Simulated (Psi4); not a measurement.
# SiH4S (Si(SH)H3) at CAM-B3LYP/6-311+G(d,p) (sweep point 8)

What is the vertical electron affinity of SiH4S (Si(SH)H3) at CAM-B3LYP/6-311+G** (sweep point 8)? 

Program for the calculation: Psi4 1.11.

4 further runs of the same task are left out: 4 set aside as unsound or not needed.

### Step 1. Starting point

The species is SiH4S (6 atoms), meant as a singlet with charge 0. SMILES: `[H][Si]([H])([H])S`. The coordinates come from a GFN2-xTB relaxation.

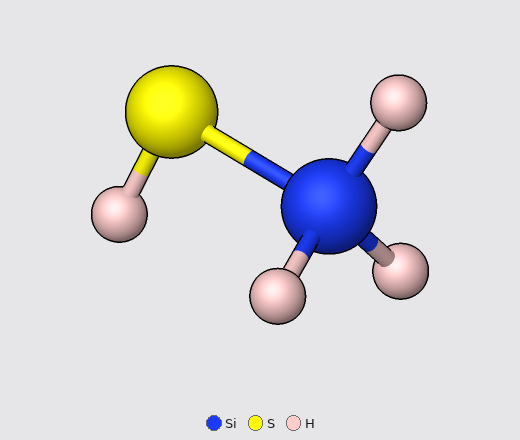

The structure, seen from a chosen angle (silicon blue, sulfur yellow, hydrogen pink).

### Step 2. The energy at CAM-B3LYP/6-311+G(d,p) (sweep point 8)

The input, run.py:

```python
import psi4

psi4.set_memory('1600 MB')
psi4.set_num_threads(1)
psi4.set_output_file('h4ssi.out', False)

molecule = psi4.geometry("""
0 1
Si     0.201210    -0.014540    -0.544580
S      0.253720     0.019820     1.601470
H     -1.056810     0.059910     1.795240
H      1.606010    -0.020690    -0.909950
H     -0.503230     1.180600    -0.990160
H     -0.500900    -1.225100    -0.952020
symmetry c1
""")

options = {'basis': '6-311+G**', 'puream': True, 'scf_type': 'pk', 'dft_radial_points': 250, 'dft_spherical_points': 1202}
psi4.set_options(options)

e_tot = psi4.energy("CAM-B3LYP", molecule=molecule)
print('E =', round(e_tot, 9))
```

The run is started by

```console
$ python run.py
```

h4ssi.out:

```text
[...]
  Running in c1 symmetry.
[...]
  Nuclear repulsion =   89.527504102436609
[...]
  Multiplicity = 1
[...]
  Nalpha       = 17
  Nbeta        = 17
[...]
    Number of basis functions: 84
[...]
   @RKS iter   1:  -690.07221786755940   -3.14772e-01   5.80209e-03 ADIIS/DIIS
[...]
   @RKS iter   7:  -690.13023780579783   -6.52431e-08   7.99420e-07 DIIS
[...]
    Orbital Energies [Eh]
    ---------------------
    Doubly Occupied:
       1A    -88.907770     2A    -66.193219     3A     -7.999668
       4A     -5.963657     5A     -5.960265     6A     -5.954957
       7A     -5.371063     8A     -3.731086     9A     -3.728495
      10A     -3.728299    11A     -0.820021    12A     -0.626574
      13A     -0.486603    14A     -0.442165    15A     -0.431057
      16A     -0.384253    17A     -0.318152
[...]
  @RKS Final Energy:  -690.13023780579783
   => Energetics <=
    Nuclear Repulsion Energy =             89.5275041024366089
    One-Electron Energy =               -1131.9753382631597560
    Two-Electron Energy =                 388.8652945978737421
    DFT Exchange-Correlation Energy =     -36.5476982429483783
    Empirical Dispersion Energy =           0.0000000000000000
    VV10 Nonlocal Energy =                  0.0000000000000000
    Total Energy =                       -690.1302378057978331
[...]
 Multipole Moments:
 ------------------------------------------------------------------------------------
     Multipole            Electronic (a.u.)      Nuclear  (a.u.)        Total (a.u.)
 ------------------------------------------------------------------------------------
 L = 1.  Multiply by 2.5417464519 to convert [e a0] to [Debye]
 Dipole X            :          0.8177657           -1.2039031           -0.3861375
 Dipole Y            :          0.0207201           -0.0178975            0.0028226
 Dipole Z            :          2.4549262           -3.0322731           -0.5773469
 Magnitude           :                                                    0.6945787
[...]
```

On the terminal:

```text
E = -690.130237806
```

Wall time 38 s (1 thread of Intel Xeon Platinum 8488C (Sapphire Rapids), shared host); peak memory 1.2 GiB.

### Step 3. The doublet anion at the same level

The input, job.py:

```python
import psi4

psi4.set_memory(1600000000)
psi4.set_num_threads(1)
psi4.core.set_output_file('run.log', False)

mol = psi4.geometry("""
-1 2
Si     0.201210    -0.014540    -0.544580
S      0.253720     0.019820     1.601470
H     -1.056810     0.059910     1.795240
H      1.606010    -0.020690    -0.909950
H     -0.503230     1.180600    -0.990160
H     -0.500900    -1.225100    -0.952020
units angstrom
symmetry c1
""")

options = {'reference': 'uks', 'puream': True, 'scf_type': 'pk', 'dft_radial_points': 250, 'dft_spherical_points': 1202, 'maxiter': 150}
psi4.set_options(options)

e_tot = psi4.energy("cam-b3lyp/6-311+G**", molecule=mol)
print(f'cam-b3lyp/6-311+G** energy: {e_tot:.10f} Eh')
```

The run is started by

```console
$ python job.py
```

run.log:

```text
[...]
  Running in c1 symmetry.
[...]
  Nuclear repulsion =   89.527504102436609
[...]
  Multiplicity = 2
[...]
  Nalpha       = 18
  Nbeta        = 17
[...]
    Number of basis functions: 84
[...]
   @UKS iter   1:  -689.91432262649914   -1.56877e-01   7.31101e-03 DIIS/ADIIS
[...]
   @UKS iter  13:  -690.09681836423806   -6.17028e-07   6.88733e-07 DIIS
[...]
   @S^2 Observed:                7.509504446E-01
[...]
    Orbital Energies [Eh]
    ---------------------
    Alpha Occupied:
       1A    -88.741112     2A    -66.028802     3A     -7.834144
       4A     -5.797774     5A     -5.794397     6A     -5.789535
       7A     -5.205892     8A     -3.565675     9A     -3.563678
      10A     -3.563485    11A     -0.657651    12A     -0.465212
      13A     -0.325410    14A     -0.281606    15A     -0.270847
      16A     -0.225477    17A     -0.158589    18A      0.053894
    Alpha Virtual:
      19A      0.140645    20A      0.162633    21A      0.167055
      22A      0.176655    23A      0.198144    24A      0.205708
      25A      0.221459    26A      0.229864    27A      0.237852
[...]
  @UKS Final Energy:  -690.09681836423806
   => Energetics <=
    Nuclear Repulsion Energy =             89.5275041024366089
    One-Electron Energy =               -1137.5050218868655065
    Two-Electron Energy =                 394.4867226179382556
    DFT Exchange-Correlation Energy =     -36.6060231977472981
    Empirical Dispersion Energy =           0.0000000000000000
    VV10 Nonlocal Energy =                  0.0000000000000000
    Total Energy =                       -690.0968183642379472
[...]
 Multipole Moments:
 ------------------------------------------------------------------------------------
     Multipole            Electronic (a.u.)      Nuclear  (a.u.)        Total (a.u.)
 ------------------------------------------------------------------------------------
 L = 1.  Multiply by 2.5417464519 to convert [e a0] to [Debye]
 Dipole X            :          1.6840947           -1.2039031            0.4801916
 Dipole Y            :          0.0072195           -0.0178975           -0.0106780
 Dipole Z            :          2.9562083           -3.0322731           -0.0760648
 Magnitude           :                                                    0.4862960
[...]
```

Standard output:

```text
cam-b3lyp/6-311+G** energy: -690.0968183642 Eh
```

Run time: 93 s. Hardware: 1 thread of Intel Xeon Platinum 8488C (Sapphire Rapids), shared host; peak memory 1.2 GiB.

### Step 4. Summary of results

Level: CAM-B3LYP/6-311+G** (sweep point 8).

| quantity | value |
| --- | --- |
| singlet SiH4S: total energy | -690.13024 Eh |
| singlet SiH4S: dipole moment | 1.77 D |
| singlet SiH4S: HOMO energy | -8.66 eV |
| singlet SiH4S: LUMO energy | 0.35 eV |
| singlet SiH4S: HOMO–LUMO gap | 9.01 eV |
| doublet anion: total energy | -690.09682 Eh |
| doublet anion: HOMO energy (highest over α and β) | 1.47 eV |
| doublet anion: LUMO energy (lowest over α and β) | 3.75 eV |
| doublet anion: ⟨S²⟩ | 0.751 |
| vertical electron affinity (to the doublet anion) | -0.909 eV |

What this shows: The anion lies 0.91 eV (21.0 kcal/mol) above the neutral: the electron isn't bound at this level, and such a value depends on the basis. The HOMO (doublet anion) lies at positive energy, 1.47 eV; only total energies tell whether the electron is bound.
